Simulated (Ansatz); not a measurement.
**Effect of Mg → Al on Mg**

Consider Mg in the hcp (Mg type) structure (space group P6_3/mmc, No. 194; a = 3.173 Å, c = 5.182 Å).

Perturbation: full substitution Mg → Al, then cell and atoms are relaxed.

Calculations: plane-wave PAW DFT at the r2SCAN level (Ansatz, an electronic-structure program, 500 eV), spin-orbit coupling left out. Settings: 19×19×10 k-points, 0.05 eV Fermi–Dirac smearing, for the changed cell.

```json
[
 {"quantity": "volume per atom", "base": "22.59 Å³", "changed": "16.01 Å³", "shift": "-6.58 Å³"},
 {"quantity": "density", "base": "1.79 g/cm³", "changed": "2.80 g/cm³", "shift": "+1.01 g/cm³"},
 {"quantity": "lattice parameter a", "base": "3.173 Å", "changed": "2.818 Å", "shift": "-0.355 Å"},
 {"quantity": "c/a ratio", "base": "1.633", "changed": "1.653", "shift": "+0.020"},
 {"quantity": "space group", "base": "P6_3/mmc (No. 194)", "changed": "P6_3/mmc (No. 194)", "shift": "–"},
 {"quantity": "shortest interatomic distance", "base": "3.173 Å", "changed": "2.818 Å", "shift": "-0.355 Å"},
 {"quantity": "band gap", "base": "zero", "changed": "zero", "shift": "–"}
]
```

Final structure:

```xyz
2
Lattice="2.8176 0.0000 0.0000 -1.4088 2.4402 0.0000 0.0000 0.0000 4.6581" Properties=species:S:1:pos:R:3 pbc="T T T"
Al     0.0000     1.6268     3.4935
Al     1.4088     0.8134     1.1645
```

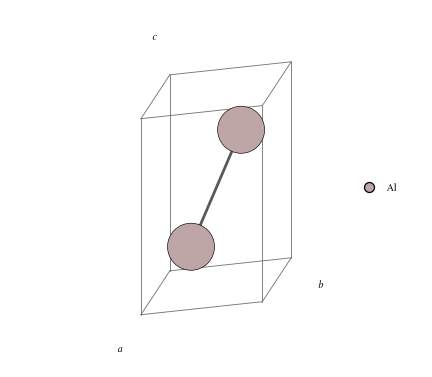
Figure: The relaxed conventional cell after the change

No phonon test of stability was made. For Al in this form, whether it has been made was not checked. This is not the structure that Al has at room temperature and ambient pressure.
